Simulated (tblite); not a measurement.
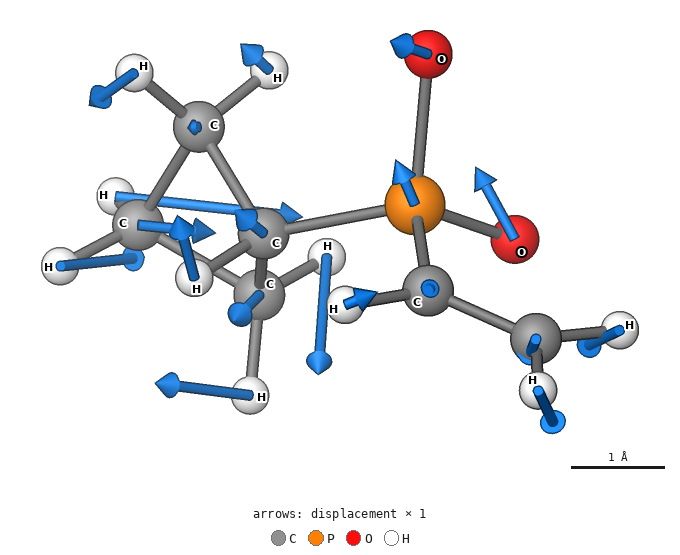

This is a relaxation of C6H10O2P (charge −1). The starting structure is drawn; blue arrows show the displacements, at their true length. The two geometries are superimposed by the best rigid fit.

The picture is a ball-and-stick view, seen from a free direction.

These are results of GFN2-xTB geometry optimisation, gas phase (tblite 0.8.0), not measurements. 

Which element moves most?

Answer. Hydrogen: up to 2.07 Å, against 0.92 Å for carbon.

What happened in the run?

Answer. Over 154 geometry steps the energy falls by 1.536 eV. The largest move after the best rigid fit is that of an H atom, 2.07 Å. Largest moves by element: H 2.07 Å, C 0.92 Å, O 0.91 Å, P 0.56 Å. Near-neighbour distances that change, for instance: O–P 1.690 → 1.492 Å, C–P 1.797 → 1.872 Å, C–P 1.779 → 1.847 Å, C–H 1.135 → 1.092 Å. Bond angles that change, for instance: C–P–C 107.4° → 97.5°, C–C–H 106.9° → 116.7°, P–C–C 117.2° → 108.0°. Groups turn about C–P by about 45°, C–P by about 25°.
